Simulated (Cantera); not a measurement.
Input: 1 mol Ca(OH)₂, 0.33 mol H₂, 3.5 mol H₂O, at 8.20 mbar.

Method: chemical equilibrium by Gibbs-energy minimisation in Cantera with the NASA 1993 tables (ideal gas, pure condensed phases). Candidate condensed phases: Ca, CaO, Ca(OH)₂, H₂O; 14 gas species. The numbers say what is thermodynamically allowed, not how fast it happens.

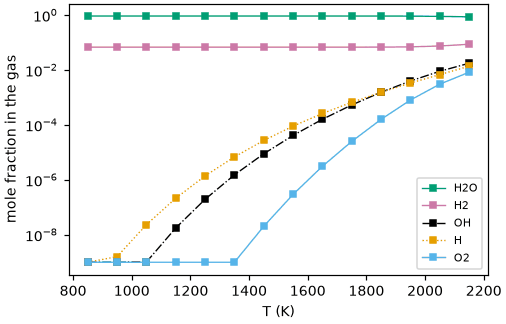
Figure: Equilibrium gas composition (values under 1e-9 drawn at 1e-9)

From 850 K to 2150 K the condensed part is CaO(s).
